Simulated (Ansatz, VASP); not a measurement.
# TiGe in two plane-wave programs

Aim: how closely do two programs agree when they are given the same cell, functional and k mesh? The cell is generated by rule, not measured, and may not be a known phase. The cell is taken from a series of VASP runs on this material, whose earlier steps may have relaxed, scaled or displaced it; both programs get it as it stands. Valence electrons are named where the data sets of a main pair hold unlike numbers.

Calculated with Ansatz 0.2.0; plane waves, with VASP 6.6.1 beside it; band structure at PBEsol, spin-orbit coupling.

The structure was built from a prototype and need not be the compound's stable phase.

## (1) The structure

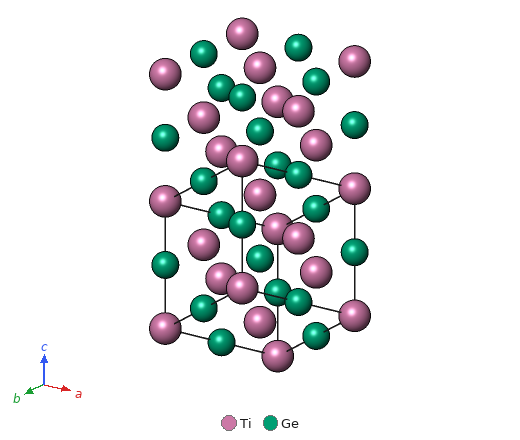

The cell as given, from a free direction (titanium pink, germanium teal). 1×1×2 cells are drawn. This picture shows the conventional cell, with its axes. Some periodic images of atoms are drawn too.

## (2) Ansatz: band structure, PBEsol, spin-orbit coupling

Ansatz runs on its fully relativistic PAW (standard-fr) files.

With cell and atoms fixed, the geometry can't cause a difference; cores, projectors, grids and the points listed under the comparison can.

Contents of input.yaml:

```yaml
crystal:
  lattice:
    - [0.0, 2.705, 2.705]
    - [2.705, 0.0, 2.705]
    - [2.705, 2.705, 0.0]
  atoms:
    - { symbol: Ti, position: [0.0, 0.0, 0.0] }
    - { symbol: Ge, position: [0.5, 0.5, 0.5] }
hamiltonian:
  xc: pbesol
  pseudopotentials: { kind: paw_fr }
magnetization:
  noncollinear: true
  spin_orbit: true
kpoints:
  mp_grid: { grid: [10, 10, 10] }
  band_path:
    path:
      - [0.0, 0.0, 0.0]
      - [0.16667, 0.0, 0.16667]
      - [0.33333, 0.0, 0.33333]
      - [0.5, 0.0, 0.5]
      - [0.5, 0.08333, 0.58333]
      - [0.5, 0.18333, 0.68333]
      - [0.5, 0.25, 0.75]
      - [0.45, 0.3, 0.75]
      - [0.40833, 0.34167, 0.75]
      - [0.35, 0.35, 0.7]
      - [0.225, 0.225, 0.45]
      - [0.075, 0.075, 0.15]
      - [0.03333, 0.03333, 0.03333]
      - [0.23333, 0.23333, 0.23333]
      - [0.4, 0.4, 0.4]
      - [0.51667, 0.46667, 0.51667]
      - [0.55833, 0.38333, 0.55833]
      - [0.60833, 0.28333, 0.60833]
      - [0.60833, 0.25, 0.64167]
      - [0.55833, 0.25, 0.69167]
      - [0.51667, 0.25, 0.73333]
      - [0.5, 0.3, 0.7]
      - [0.5, 0.38333, 0.61667]
      - [0.5, 0.48333, 0.51667]
      - [0.475, 0.475, 0.55]
      - [0.425, 0.425, 0.65]
      - [0.38333, 0.38333, 0.73333]
      - [0.59167, 0.18333, 0.59167]
      - [0.55, 0.1, 0.55]
      - [0.5, 0.0, 0.5]
    npoints: 1
scf:
  occupations: { method: gaussian, width: 0.02 }
  n_extra_bands: 14
output:
  forces: true
  stress: true
  eigenvalues: true
  write_density: true
  write_potential: true
  elf: true
  volumetric_format: npy
```

Run with:

```
> ansatz run input.yaml --threads 2 --pin off --max-ram 4608MiB --backend cpu --events-out ev --progress --plain --runs-dir out
```

Numbers of over 12 decimals in the logs are rounded to 6 here.

What it wrote:

```text
scf.n_extra_bands = 14 over 26 filled bands (N_el = 26.0): the run solves 40 bands
Engine: ansatz 0.2.0, aarch64-unknown-linux-gnu
Pseudopotentials: kind: paw_fr
Pseudopotential: Ti, paw_fr, valence charge 12, recommended cutoff 420 eV (normal), Ti.paw.azcp#standard-fr
Pseudopotential: Ge, paw_fr, valence charge 14, recommended cutoff 420 eV (normal), Ge.paw.azcp#standard-fr
Functional definition: PBEsol
  exchange = pbesol_x
  correlation = pbesol_c
non-collinear run that drives no moment, with spin-orbit: no starting moment large enough to seed its density (crystal.atoms[].spin), no starting occupations that ask for one, no magnetisation constraint and no magnetic field, so the semilocal B_xc is pinned to zero
Crystal: 2 atoms, lattice volume = 39.585 Å³
Basis set: ecut = 420 eV, 749 PW (Γ), exchange–correlation on 54×54×54 points (8 copies of the dense FFT grid, shifted against one another)
Bands: 40, of which v1, the nominal top of the filled ones, is band 26 counted from 1 (25 counted from 0)
Symmetry: 48 space group operations + 48 with time reversal
Magnetic group: BNS 225.117 (UNI 1619), of the structure as read, at distance tolerance 3.4e-5 Å
k-points: 47 of 1000
Projection manifold: j_resolved (fully-relativistic pseudo-atomic orbitals)
Non-local potential: Ti, projectors of the file, l = 0: 3, l = 1: 4, l = 2: 6, l = 3: 2
Non-local potential: Ge, projectors of the file, l = 0: 2, l = 1: 4, l = 2: 6, l = 3: 2
PAW form: soft (Blöchl's): semilocal exchange-correlation on the pseudo side does not see the compensation charge
PAW frozen core: Ti, regenerated for the run's functional, and the local potential with it (the file was generated under x = pbe(κ = 0.804, μ = 0.219515), c = pbe(β = 0.066725))
PAW frozen core: Ge, regenerated for the run's functional, and the local potential with it (the file was generated under x = pbe(κ = 0.804, μ = 0.219515), c = pbe(β = 0.066725))
PAW one-centre angular grid: Ti, 590 points (default); XC on 96 Gauss nodes
PAW one-centre angular grid: Ge, 590 points (default); XC on 64 Gauss nodes
Initial density: superposition of atomic densities (chi_scale 0.1, normalization cell, long waves kept (reshape's long-wave potential 0.00 eV rms))
Initial wavefunctions: pseudopotential atomic-orbital guess
Functional: x = pbesol(κ = 0.804, μ = 0.123457), c = pbesol(β = 0.046)
SCF iter   1: F=—  HF=-6728.402990 eV  |F-HF|=—  |Δ(HF+E_count)|=         —  Δρ=3.33e-2  dr2=2.75e-1  dr2_m=0.00e0 (ungated)  ethr=3.10e-3  |M|=0.00e0 ∫|m|=0.00e0 μB  |m|>n=0.0e0 m-floor=0.0e0 τ_xc=0.0e0  β_m=0.30  ⟨swp⟩=6.4  Hψ=4329  notcnv=0  defer=40
preconditioner: auto → Kerker (q_TF=auto, 2.544 Å⁻¹)  [metal: Δε(μ)=0.009 eV  Ē_g=17.523 eV  σ=0.020 eV  W_gap=0.23  n_scr=14 (ndim 8)  ℏωp=25.0 eV  f_vac=0.000  D(μ)=1.28/eV (n_scr^D=14)]
spin=Noncollinear: Kerker preconditioning applied to the charge; magnetization (m_x, m_y, m_z) channels mix plain (no charge-response kernel on spin).
SCF iter   2: F=—  HF=-6728.353786 eV  |F-HF|=—  |Δ(HF+E_count)|=   4.92e-2  Δρ=2.45e-2  dr2=1.42e-1  dr2_m=0.00e0 (ungated)  ethr=1.06e-3  |M|=0.00e0 ∫|m|=0.00e0 μB  |m|>n=0.0e0 m-floor=0.0e0 τ_xc=0.0e0  β_m=0.57  ⟨swp⟩=2.0  Hψ=1276  notcnv=0  defer=330
SCF iter   3: F=—  HF=-6728.331866 eV  |F-HF|=—  |Δ(HF+E_count)|=   2.19e-2  Δρ=8.67e-3  dr2=2.35e-2  dr2_m=0.00e0 (ungated)  ethr=5.44e-4  |M|=0.00e0 ∫|m|=0.00e0 μB  |m|>n=0.0e0 m-floor=0.0e0 τ_xc=0.0e0  β_m=0.57  ⟨swp⟩=3.0  Hψ=1497  notcnv=0  defer=336
SCF iter   4: F=—  HF=-6728.329482 eV  |F-HF|=—  |Δ(HF+E_count)|=   2.38e-3  Δρ=2.27e-3  dr2=1.46e-3  dr2_m=0.00e0 (ungated)  ethr=9.04e-5  |M|=0.00e0 ∫|m|=0.00e0 μB  |m|>n=0.0e0 m-floor=0.0e0 τ_xc=0.0e0  β_m=0.58  ⟨swp⟩=3.0  Hψ=1356  notcnv=0  defer=336
SCF iter   5: F=—  HF=-6728.329765 eV  |F-HF|=—  |Δ(HF+E_count)|=   2.83e-4  Δρ=7.57e-4  dr2=1.29e-4  dr2_m=0.00e0 (ungated)  ethr=5.62e-6  |M|=0.00e0 ∫|m|=0.00e0 μB  |m|>n=0.0e0 m-floor=0.0e0 τ_xc=0.0e0  β_m=0.79  ⟨swp⟩=2.0  Hψ=1354  notcnv=0  defer=336
SCF iter   6: F=—  HF=-6728.329822 eV  |F-HF|=—  |Δ(HF+E_count)|=   5.65e-5  Δρ=1.33e-4  dr2=7.73e-6  dr2_m=0.00e0 (ungated)  ethr=4.95e-7  |M|=0.00e0 ∫|m|=0.00e0 μB  |m|>n=0.0e0 m-floor=0.0e0 τ_xc=0.0e0  β_m=0.90  ⟨swp⟩=2.0  Hψ=992  notcnv=0  defer=336
SCF iter   7: F=—  HF=-6728.329819 eV  |F-HF|=—  |Δ(HF+E_count)|=   2.38e-6  Δρ=4.16e-5  dr2=8.61e-7  dr2_m=0.00e0 (ungated)  ethr=2.97e-8  |M|=0.00e0 ∫|m|=0.00e0 μB  |m|>n=0.0e0 m-floor=0.0e0 τ_xc=0.0e0  β_m=0.95  ⟨swp⟩=3.0  Hψ=1314  notcnv=0  defer=336
SCF iter   8: F=-6728.329819 eV  HF=-6728.329819 eV  |F-HF|=2.79e-9  |Δ(HF+E_count)|=   1.21e-7  Δρ=6.79e-6  dr2=1.31e-8  dr2_m=0.00e0 (ungated)  ethr=3.85e-10  |M|=0.00e0 ∫|m|=0.00e0 μB  |m|>n=0.0e0 m-floor=0.0e0 τ_xc=0.0e0  ⟨swp⟩=10.1  Hψ=5819  notcnv=0
SCF 1 converged in 8 iterations: F = -6728.329819 eV  dr2 = 1.31e-8
  greatest PAW one-centre occupation: 0.999 electrons in one spin orbital (limit 2), on the Ti atom at site 0 (counted from 0), in its partial waves of l = 0
NSCF: frozen V_eff on 30 k-points
SCF converged after 8 iterations
Magnetization: |M| = 0.0000 μB,  M = (+0.0000, +0.0000, +0.0000) μB
Absolute magnetization: 0.0000 μB (∫|m|)
  site 0: m = (+0.0000, +0.0000, +0.0000) μB, |m| = 0.0000 μB  (R = 1.12 Å)
  site 1: m = (+0.0000, +0.0000, +0.0000) μB, |m| = 0.0000 μB  (R = 1.12 Å)
Free energy (F): -6728.329819 eV
Harris-Foulkes:  -6728.329819 eV  (|F-HF|=2.79e-9)
Internal energy: -6728.329595 eV  (E = F + TS)
E sigma→0 (E₀):  -6728.329707 eV
Entropy (-TS):   -0.000224 eV (-0.112 meV/atom)
Fermi energy:    10.484838 eV
--- Per-component energies (eV) ---
  E_band       = -308.726273
  E_kinetic    = 379.919227
  E_local      = -3159.461067  (includes V_loc(G=0)·N_el)
  E_nonlocal   = 429.338910
  E_hartree    = 1354.353991
  E_xc         = -170.588810
  E_vxc        = -184.779478  (∫ρ·V_xc dr)
  E_paw        = -3001.089554  (= ΣΔE_a)
  E_vpaw       = -482.452823  (= ΣTr[D̂ρ^β])
  E_aug_tail   = 0.000431  (compensation charges beyond the density's cutoff)
  E_ewald      = -2561.863757
  E_core_change = 1.061033  (= ΣΔE_core)
  E_smearing   = -0.000224  (= −TS)
  E_closure    = 0.000000  (closes the sum)
  Σ components = -6728.329819   (vs F -6728.329819, Δ=0.00e0)
--- Forces (eV/Å), atoms counted from 1 ---
  atom   1  Ti     0.00000000    -0.00000000     0.00000000
  atom   2  Ge     0.00000000    -0.00000000    -0.00000000
  max |Σ_I F_I| component: 9.05e-29 eV/Å
--- Stress (GPa, compression-positive) ---
      -13.941679       0.000000       0.000000
       -0.000000     -13.941679       0.000000
       -0.000000       0.000000     -13.941679
  P = ⅓ Tr σ = -13.9417 GPa (-139.417 kbar)
--- Band table (eV; the first three rows and the last of 47) ---
  k-point 0: bands = [... 22 lower, 10.5809, 10.5809, 10.6077, 10.6077, 10.9280, 10.9280, 10.9280, 10.9280, ... 10 higher]
  k-point 1: bands = [... 22 lower, 10.4727, 10.4727, 10.4806, 10.4806, 10.7736, 10.7736, 10.7920, 10.7920, ... 10 higher]
  k-point 2: bands = [... 22 lower, 9.8947, 9.8947, 9.9260, 9.9260, 10.9574, 10.9574, 10.9636, 10.9636, ... 10 higher]
  k-point 46: bands = [... 22 lower, 8.1830, 8.1830, 8.6961, 8.6961, 11.7231, 11.7231, 11.9470, 11.9470, ... 10 higher]
```

Wall time 23 s (2 threads of Arm Neoverse N1, shared host); peak memory 0.51 GiB.

In the SCF lines HF is the Harris–Foulkes energy and dr2 the Hartree energy of the density residual, in eV; the loop may stop once dr2 is under the threshold and the program's other checks hold. Hψ counts applications of the Hamiltonian.

## (3) VASP: band structure, PBEsol, spin-orbit coupling

The same cell, functional, mesh and smearing now go to VASP, with its own data sets.

Lines of VASP's logs that name or quote its potential files are left out, and so is its time.

Contents of INCAR:

```
SYSTEM = TiGe
PREC = Accurate
ENCUT = 410
EDIFF = 1E-06
NELM = 100
ISMEAR = 0
SIGMA = 0.02
LREAL = .FALSE.
ALGO = Normal
GGA = PS
LNONCOLLINEAR = .TRUE.
MAGMOM = 0 0 0 0 0 0
NBANDS = 38
GGA_COMPAT = .FALSE.
LASPH = .TRUE.
LSORBIT = .TRUE.
LMAXMIX = 4
LORBIT = 11
LWAVE = .FALSE.
LCHARG = .FALSE.
KPAR = 4
ISIF = 2
```

Contents of POSCAR:

```
TiGe
1.0
    0.0000000000      2.7050000000      2.7050000000
    2.7050000000      0.0000000000      2.7050000000
    2.7050000000      2.7050000000      0.0000000000
Ti Ge
1 1
Direct
    0.0000000000      0.0000000000      0.0000000000
    0.5000000000      0.5000000000      0.5000000000
```

Contents of KPOINTS:

```
Automatic mesh
0
Gamma
10 10 10
0 0 0
```

Contents of KPOINTS_OPT:

```
Line mode
16
Line-mode
Reciprocal
  0.00000000   0.00000000   0.00000000 GAMMA
  0.50000000   0.00000000   0.50000000 X

  0.50000000   0.00000000   0.50000000 X
  0.50000000   0.25000000   0.75000000 W

  0.50000000   0.25000000   0.75000000 W
  0.37500000   0.37500000   0.75000000 K

  0.37500000   0.37500000   0.75000000 K
  0.00000000   0.00000000   0.00000000 GAMMA

  0.00000000   0.00000000   0.00000000 GAMMA
  0.50000000   0.50000000   0.50000000 L

  0.50000000   0.50000000   0.50000000 L
  0.62500000   0.25000000   0.62500000 U

  0.62500000   0.25000000   0.62500000 U
  0.50000000   0.25000000   0.75000000 W

  0.50000000   0.25000000   0.75000000 W
  0.50000000   0.50000000   0.50000000 L

  0.50000000   0.50000000   0.50000000 L
  0.37500000   0.37500000   0.75000000 K

  0.62500000   0.25000000   0.62500000 U
  0.50000000   0.00000000   0.50000000 X
```

Potentials, in the order of the species: Ti_sv and Ge_d (PBE family, release 64).

Run with:

```
> mpirun -np 4 vasp_ncl
```

What it wrote:

```text
[banner, memory and clock lines left out]
running    4 mpi-ranks, on    1 nodes
 distrk:  each k-point on    1 cores,    4 groups
 distr:  one band on    1 cores,    1 groups

 POSCAR found type information on POSCAR TiGe
 POSCAR found :  2 types and       2 ions
|                                                                             |
|               ----> ADVICE to this user running VASP <----                  |
|                                                                             |
|     You enforced a specific xc type in the INCAR file but a different       |
|     [... a line on the potential file left out ...]
|     I HOPE YOU KNOW WHAT YOU ARE DOING!                                     |
|                                                                             |

 LDA part: xc-table for (Slater+PW92), standard interpolation
 POSCAR, INCAR and KPOINTS ok, starting setup
 FFT: planning ... GRIDC
 FFT: planning ... GRID_SOFT
 FFT: planning ... GRID
 WAVECAR not read
 entering main loop
       N       E                     dE             d eps       ncg     rms          rms(c)
DAV:   1     0.261350754299E+03    0.26135E+03   -0.10982E+04  4446   0.273E+03
DAV:   2     0.276603890742E+02   -0.23369E+03   -0.22499E+03  3572   0.679E+02
DAV:   3    -0.135477648723E+02   -0.41208E+02   -0.40493E+02  4604   0.184E+02
DAV:   4    -0.168594241320E+02   -0.33117E+01   -0.32702E+01  5162   0.520E+01
DAV:   5    -0.169984306340E+02   -0.13901E+00   -0.13895E+00  4652   0.903E+00    0.110E+01
DAV:   6    -0.145135647512E+02    0.24849E+01   -0.12801E+01  4232   0.350E+01    0.552E+00
DAV:   7    -0.141098839558E+02    0.40368E+00   -0.30889E+00  3930   0.201E+01    0.241E+00
DAV:   8    -0.140698544908E+02    0.40029E-01   -0.31036E-01  3982   0.658E+00    0.997E-01
DAV:   9    -0.140593282718E+02    0.10526E-01   -0.43914E-02  4458   0.250E+00    0.243E-01
DAV:  10    -0.140599438219E+02   -0.61555E-03   -0.43261E-03  4754   0.855E-01    0.109E-01
DAV:  11    -0.140598987341E+02    0.45088E-04   -0.17422E-04  4480   0.117E-01    0.524E-02
DAV:  12    -0.140598859720E+02    0.12762E-04   -0.23188E-05  4700   0.475E-02    0.182E-02
DAV:  13    -0.140598864396E+02   -0.46762E-06   -0.44492E-06  4120   0.229E-02
   1 F= -.14059886E+02 E0= -.14059774E+02  d E =-.225058E-03  mag=     0.0000    -0.0000     0.0000
 Start KPOINTS_OPT (optional k-point list driver)
k-point batch [1-47\160]
       N       E                     dE             ncg
DAV:   1    -0.669793251151E+04   -0.39153E+05     4412
DAV:   2    -0.175666859578E+05   -0.10869E+05     3596
DAV:   3    -0.194354371613E+05   -0.18688E+04     4552
DAV:   4    -0.195757955626E+05   -0.14036E+03     4882
DAV:   5    -0.195832459643E+05   -0.74504E+01     4430
DAV:   6    -0.195833839964E+05   -0.13803E+00     4348
DAV:   7    -0.195833895480E+05   -0.55516E-02     4798
DAV:   8    -0.195833896653E+05   -0.11730E-03     4236
DAV:   9    -0.195833896707E+05   -0.53364E-05     3246
DAV:  10    -0.195833896709E+05   -0.27076E-06     2570
[...]
k-point batch [142-160\160]
       N       E                     dE             ncg
DAV:   1     0.183902717802E+05   -0.19057E+05     1782
DAV:   2     0.140674239425E+05   -0.43228E+04     1456
DAV:   3     0.133279759703E+05   -0.73945E+03     1838
DAV:   4     0.132784260218E+05   -0.49550E+02     2056
DAV:   5     0.132756499249E+05   -0.27761E+01     1680
DAV:   6     0.132756034658E+05   -0.46459E-01     1700
DAV:   7     0.132756014221E+05   -0.20436E-02     1842
DAV:   8     0.132756013808E+05   -0.41292E-04     1712
DAV:   9     0.132756013790E+05   -0.18166E-05     1256
DAV:  10     0.132756013789E+05   -0.10009E-06     1028
```

(Part 1 of 2 ends here.)

[Lines on the potential files, build, host, timing and source positions are cut from VASP's logs without a mark.]

[Logs are printed without paths, hosts, clocks, repeated set-up lines and the standing remarks that a program may print on its own settings, such as how far it seeks lower states.]

[Hosts, paths, dates, database ids (printed as entryN), source tags and the programs' standing remarks are cut or masked in the printed files.]
